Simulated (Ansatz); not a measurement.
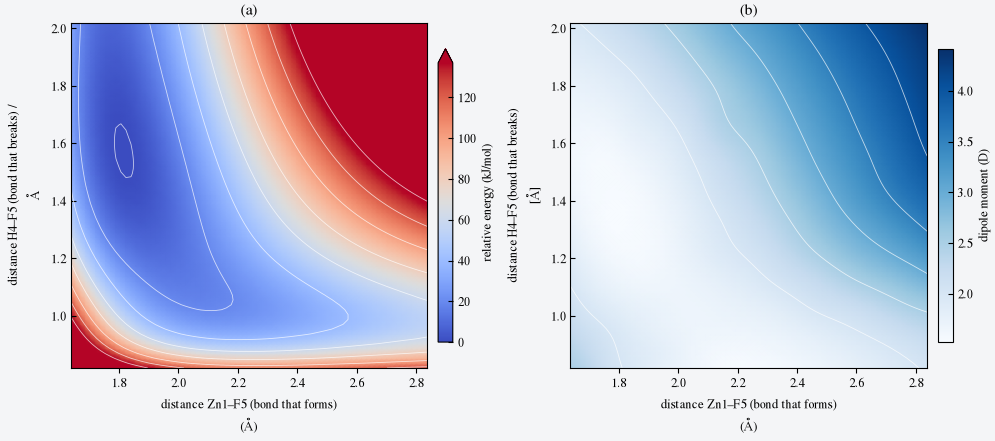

The reacting system FH3O2Zn (fragments H₂O₂Zn + FH where the first distance is long, FH₃O₂Zn where the second is long). Coordinates scanned: (1) distance Zn1–F5 (bond that forms); (2) distance H4–F5 (bond that breaks). Relaxed at each point: all other coordinates. The scan uses a 13 × 13 grid. Points are written as (first, second). Energies are in kJ/mol, from the lowest grid point. The reference is spin-restricted, so regions where a bond is pulled apart into radicals lie too high. Method: RKS SPW92 (LDA)/def2-SVP in Ansatz.

Panel (a) is the energy and panel (b) the computed dipole moment on the same grid.

Drawn: a smooth colour map with a few white contour lines, one colour for all values above the top of the scale. Between grid points the surface is interpolated.

### How does the dipole moment vary over the map, and what is it at the lowest grid point?

Leaving out the highest fifth of the energies, it runs from 1.53 D at (1.766 Å, 1.324 Å) to 3.58 D at (2.838 Å, 1.324 Å). At the lowest grid point, (1.850 Å, 1.542 Å), it is 1.65 D.
